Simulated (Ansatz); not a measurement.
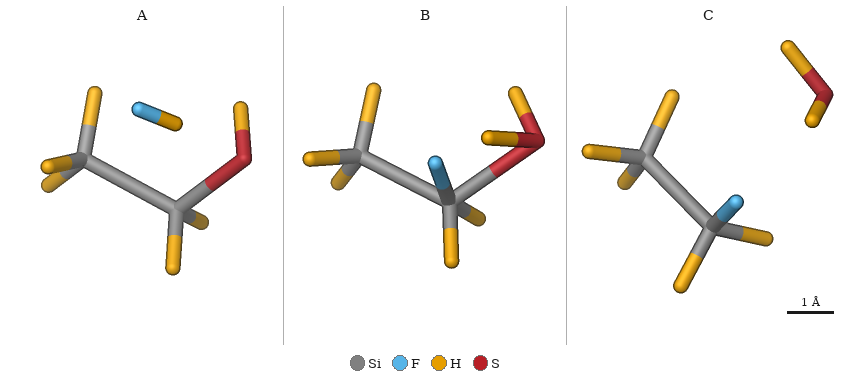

Three geometries of Si₂H₇SF: a saddle point and the two minima that it joins, in shuffled order. A stick model, seen at a tilt. Sticks join atoms that are closer than about 1.2 times the sum of their covalent radii (a little more with hydrogen).

Stationary points at PBE0-D4/def2-TZVP, single-point energies with CCSD(T)/CBS, PBE-D4, CAM-B3LYP-D4 (def2-TZVPP where no basis is named; Ansatz 0.2.0). The energies are electronic, without zero-point or thermal terms, and both ends are the minima reached downhill from the saddle, with any fragments still in contact. CCSD(T)/CBS stands for a frozen-core estimate: MP2 correlation extrapolated from def2-TZVPP and def2-QZVPP, CCSD(T) minus MP2 from the smaller set.

Question: Which frame is the transition state, what reaction does it lead through, and what barrier is to be expected?

Answer: Frame B is the saddle point. Counted by bonded pieces, C holds H₂S + Si₂H₅F and A holds HF + Si₂H₆S. From C over the saddle to A, bonds form: S–Si (3.84 → 2.40 → 2.17 Å), F–H (2.50 → 1.31 → 0.94 Å). Bonds break: F–Si (1.61 → 1.94 → 3.70 Å), H–S (1.34 → 1.49 → 2.17 Å). The saddle has one imaginary mode, 772i cm⁻¹. With CCSD(T)/CBS the barrier is 1.91 eV from C and 1.40 eV from A, and A lies 0.51 eV above C.

```
       level  barrier from C (eV)  barrier from A (eV)  A less C (eV)
 CCSD(T)/CBS                 1.91                 1.40           0.51
      PBE-D4                 1.40                 1.08           0.32
CAM-B3LYP-D4                 1.91                 1.31           0.60
```

Against CCSD(T)/CBS, CAM-B3LYP-D4 comes closest on the barrier from C (0.00 eV) and PBE-D4 misses most (−0.51 eV).

Limits of the set-up: the start holds two separate molecules, 2.5 Å apart at their closest, whose relative position is a soft coordinate.
